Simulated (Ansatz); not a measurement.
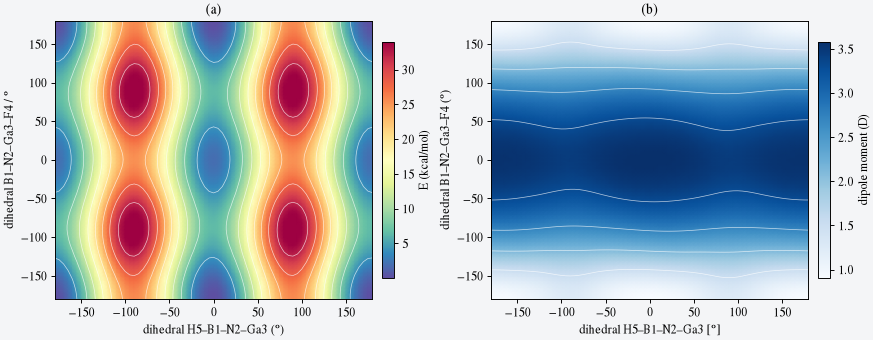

BFGaH₄N, SMILES B[NH][GaH][F]. First axis: dihedral H5–B1–N2–Ga3. Second axis: dihedral B1–N2–Ga3–F4. Nothing is relaxed (all other coordinates rigid). Grid: 18 × 18 points; 164 points were computed and 160 follow by symmetry. Points are written as (first, second). Energies: kcal/mol, counted from the relaxed molecule at the same level. All numbers below come from Ansatz 0.2.0, RHF/def2-SVP.

Panel (a) is the energy and panel (b) the computed dipole moment on the same grid.

Drawn: a smooth colour map with a few white contour lines. Between grid points the surface is interpolated.

Q: How does the dipole moment vary over the map, and what is it at the lowest grid point?

A: Leaving out the highest fifth of the energies, it runs from 0.90 D at (0°, −180°) to 3.58 D at (0°, 0°). At the lowest grid point, (0°, −180°), it is 0.90 D.

```tsv
dihedral B1–N2–Ga3–F4 ↓, dihedral H5–B1–N2–Ga3 →	−160	−120	−80	−40	0	40	80	120	160
140	1.56	1.63	1.70	1.61	1.55	1.56	1.66	1.62	1.57
100	2.50	2.47	2.49	2.54	2.53	2.47	2.44	2.47	2.52
60	3.19	3.12	3.12	3.20	3.23	3.17	3.08	3.13	3.20
20	3.52	3.45	3.43	3.52	3.55	3.52	3.42	3.45	3.51
−20	3.51	3.45	3.42	3.52	3.55	3.52	3.43	3.45	3.52
−60	3.20	3.13	3.08	3.17	3.23	3.20	3.12	3.12	3.19
−100	2.52	2.47	2.44	2.47	2.53	2.54	2.49	2.47	2.50
−140	1.57	1.62	1.66	1.56	1.55	1.61	1.70	1.63	1.56
−180	0.94	1.13	1.25	1.00	0.90	1.00	1.25	1.13	0.94
```

The table holds every second grid line.
